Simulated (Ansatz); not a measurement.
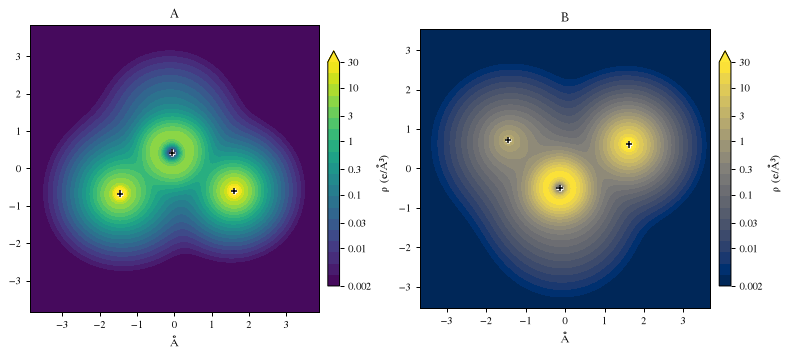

The electron density of 2 systems, each on a plane through atoms (crosses mark nuclei in the plane).

Level of theory: RKS PBE0-D4/def2-TZVPD in Ansatz 0.2.0.

System 1: F2NbO2 (charge −1), the plane of atoms O3, Nb1 and F4. Geometry: PBE-D4/def2-SVPD; core potentials replace the inner electrons of Nb; not at a stationary point (largest force 1.2 eV/Å).

```xyz
5

Nb    0.0327    0.0000    0.0229
O     0.0654   -0.0166    1.7872
O     1.7007    0.0086   -0.5534
F    -0.9030    1.6025   -0.6136
F    -0.8959   -1.5946   -0.6431
```

System 2: FH3In (charge −1), the plane of atoms F2, In1 and H4. Geometry: B3LYP-D4/def2-TZVPD; core potentials replace the inner electrons of In.

```csv
atom,x (Å),y (Å),z (Å)
In,-0.0008,0.0014,-0.1437
F,0.0110,-0.0185,1.9262
H,1.7181,0.0108,-0.6039
H,-0.8685,1.4940,-0.5749
H,-0.8598,-1.4877,-0.6037
```

Question: Match each panel to its system.

Answer: Panel A is system 1, F2NbO2: the plane holds Nb, O and F. Nb–O (1.76 Å): ρ is about 1.6 e/Å³ halfway. Panel B is system 2, FH3In: the plane holds In, F and H. In–F (2.07 Å): ρ is about 0.58 e/Å³ halfway.
